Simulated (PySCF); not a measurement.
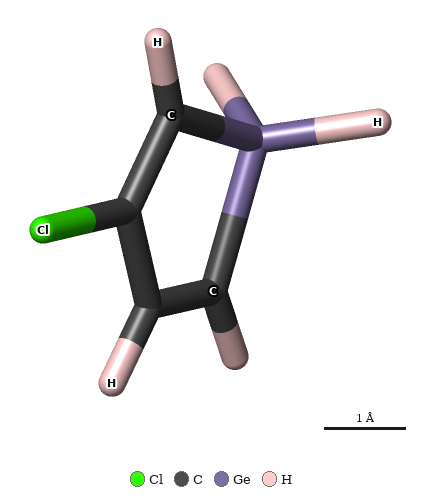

The input geometry (stick view, seen at a tilt). Sticks mark near contacts.

# C₄H₅ClGe: excited-state calculation

The run: excited-state calculation of C₄H₅ClGe. Method and program: TDDFT B3LYP/def2-SVPD, vertical, gas phase, core orbitals frozen in the response (PySCF 2.14.0).

The geometry comes from this level: PBE0-D3(BJ)/def2-SVP. It belongs to a series of runs on one base structure; here: H on C replaced by Cl.

### Log
```
coarse grid: 46816 points
cycle   1  E = -2692.0876779821  dE =  1.252e-01  |g| = 5.678e-01  |ddm| = 6.973e+00
cycle   2  E = -2692.0415183716  dE =  4.616e-02  |g| = 7.340e-01  |ddm| = 1.901e+00
cycle   3  E = -2692.1406615397  dE = -9.914e-02  |g| = 1.215e-01  |ddm| = 1.247e+00
cycle   4  E = -2692.1443885601  dE = -3.727e-03  |g| = 3.575e-02  |ddm| = 3.015e-01
cycle   5  E = -2692.1446810237  dE = -2.925e-04  |g| = 1.057e-02  |ddm| = 8.901e-02
cycle   6  E = -2692.1447122725  dE = -3.125e-05  |g| = 2.673e-03  |ddm| = 2.293e-02
cycle   7  E = -2692.1447139645  dE = -1.692e-06  |g| = 6.184e-04  |ddm| = 5.922e-03
final grid: 96480 points
cycle   8  E = -2692.1447038955  dE =  8.316e-08  |g| = 9.021e-04  |ddm| = 8.693e-03
cycle   9  E = -2692.1447035793  dE =  3.162e-07  |g| = 1.410e-03  |ddm| = 4.445e-03
cycle  10  E = -2692.1447041093  dE = -5.299e-07  |g| = 1.285e-04  |ddm| = 2.469e-03
cycle  11  E = -2692.1447041137  dE = -4.478e-09  |g| = 3.016e-05  |ddm| = 3.539e-04
cycle  12  E = -2692.1447041140  dE = -2.424e-10  |g| = 2.690e-06  |ddm| = 6.000e-05
```

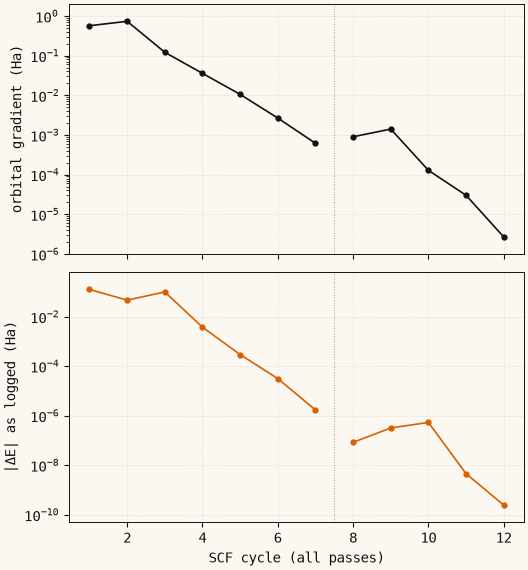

Convergence of the self-consistent field: orbital gradient and size of the energy change against the SCF cycle. The dotted line marks the change from a coarse to the final integration grid. The first 7 cycles use a coarse grid, the final grid takes over at cycle 8, and the field converges after 12 cycles in all.

```
converged SCF energy = -2692.1447041140

Static polarisability (au): isotropic 90.227, principal 63.163 85.723 121.794

Singlet excitations
state   eV       nm        f      main configurations
  1   4.3503    285.0   0.04234   H->L 0.97
  2   5.4301    228.3   0.00057   H-2->L 0.93
  3   5.7719    214.8   0.11500   H-1->L 0.87, H->L+4 0.10
  4   5.7995    213.8   0.00256   H->L+1 0.96
  5   5.8669    211.3   0.00480   H-3->L 0.91
  6   6.0774    204.0   0.00001   H->L+2 0.96
  7   6.2981    196.9   0.00195   H-4->L 0.95
  8   6.4748    191.5   0.00527   H->L+3 0.92
  9   6.7262    184.3   0.00068   H->L+5 0.92
 10   6.9412    178.6   0.13337   H->L+4 0.60, H-5->L 0.23

Triplet excitations (Tamm-Dancoff, eV): 2.7637 4.4709 5.1331 5.5221
Vertical ionisation energy (delta-SCF) = 8.7763 eV
Vertical electron affinity (delta-SCF) = 0.0298 eV
```

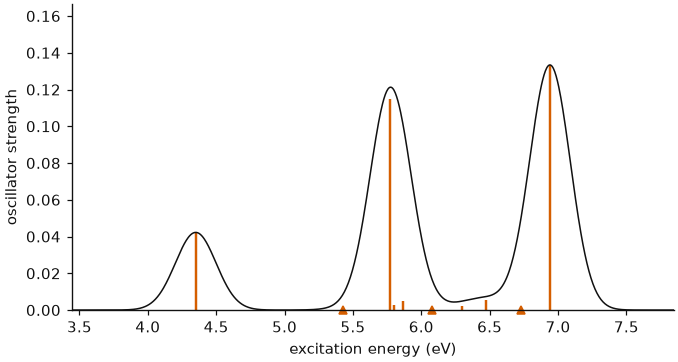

Computed excitations as sticks (degenerate states added up, dark ones marked on the axis), with a Gaussian envelope of 0.35 eV full width at half maximum, scaled to the tallest. Of the 10 states the lowest lies at 4.35 eV (f = 0.042); the strongest line is at 6.94 eV, or 179 nm (f = 0.133).

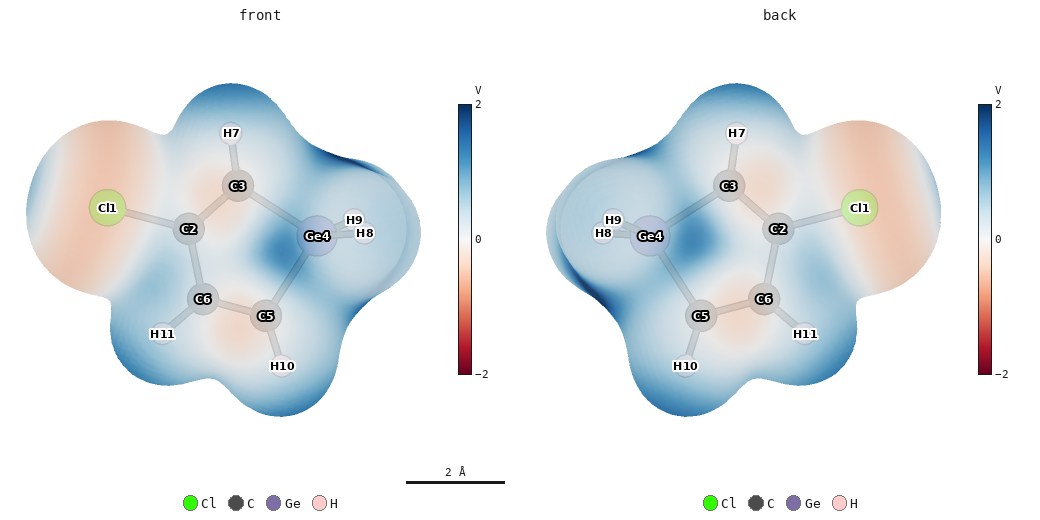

The electrostatic potential painted on the density surface at 0.004 e/bohr³, seen face on and from behind; red is negative and blue positive.

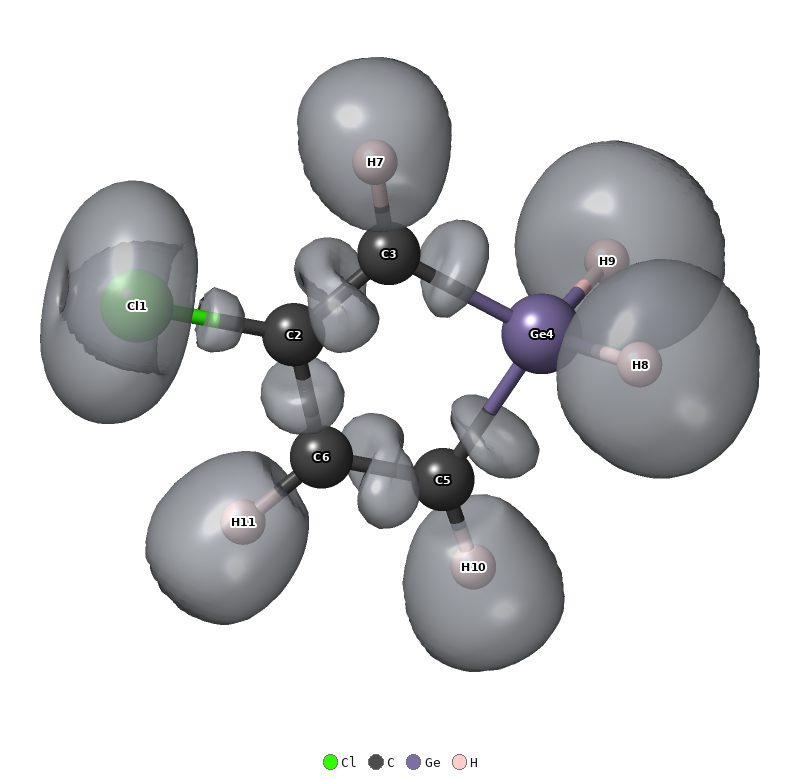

Isosurface of the ELF at 0.8 (grey), seen at a tilt. Core shells and regions of very low density are left out. Profiles from the grid: C–C (1.34 Å): the ELF peaks at about 0.95 between the atoms (a double or triple bond). C–Cl (1.73 Å): the ELF peaks at about 0.90 between the atoms, as expected for localised, shared-pair bonding.

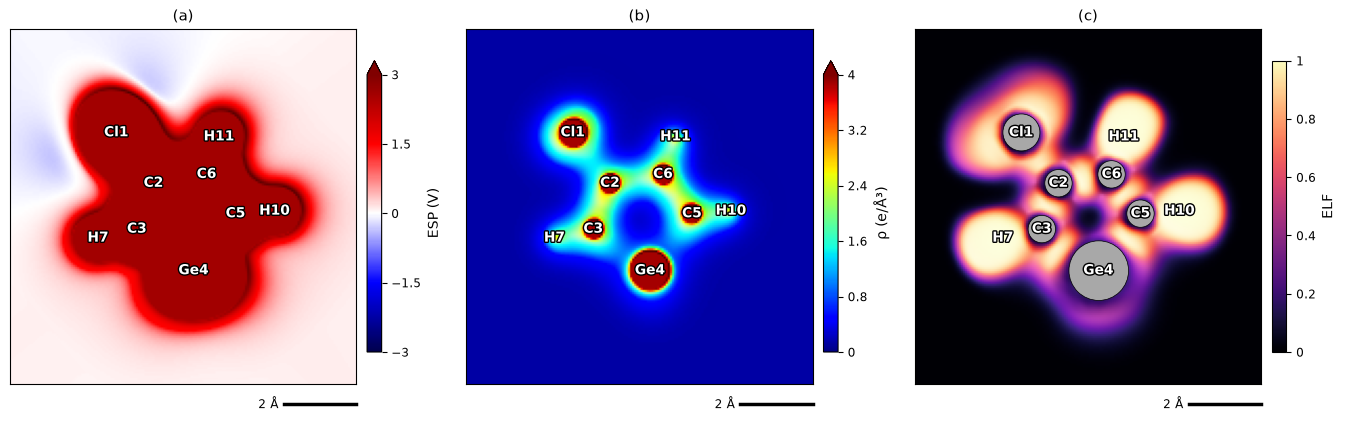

(a) molecular electrostatic potential; (b) electron density; (c) electron localisation function on the plane of atoms C5, C6 and H11. Grey discs, where drawn, cover atomic cores. C–C (1.48 Å): ρ at the midpoint is about 1.8 e/Å³; the ELF peaks at about 0.95 between the atoms, which marks a covalent bond.

The run was set up as follows.

### The input
```
{"job": {"kind": "uv", "xc": "B3LYP", "basis": "def2-SVPD", "ip": true, "dynamic": true}, "charge": 0, "multiplicity": 1}
Cl     1.228344    -0.415953     0.005386
C     -0.495621    -0.510579    -0.148930
C     -1.185016    -1.665062    -0.168624
Ge    -3.054883    -1.175418    -0.358839
C     -2.561411     0.708007    -0.389372
C     -1.224448     0.775398    -0.265455
H     -0.709846    -2.642639    -0.090376
H     -3.928898    -1.570253     0.843915
H     -3.706615    -1.681416    -1.656693
H     -3.190351     1.595496    -0.479042
H     -0.648472     1.705698    -0.244644
```

The first line tells a small driver script what to run in PySCF; the rest is the geometry in Å.

Command:
```bash
OMP_NUM_THREADS=1 python <driver script> task.json out
```

### Key numbers

- outcome: converged
- total energy: −2692.144704 hartree
- HOMO: −6.77 eV
- LUMO: −1.92 eV
- dipole moment: 1.52 D
- mean polarisability: 90.23 a.u.
- vertical ionisation energy: 8.78 eV
- vertical electron affinity: 0.03 eV
- lowest singlet excitation: 4.35 eV
- hardware: 1 CPU thread, shared host
- wall time: 2.4 min
- peak memory: 0.89 GiB

Spin–orbit coupling is left out, which matters for the heavy atoms.
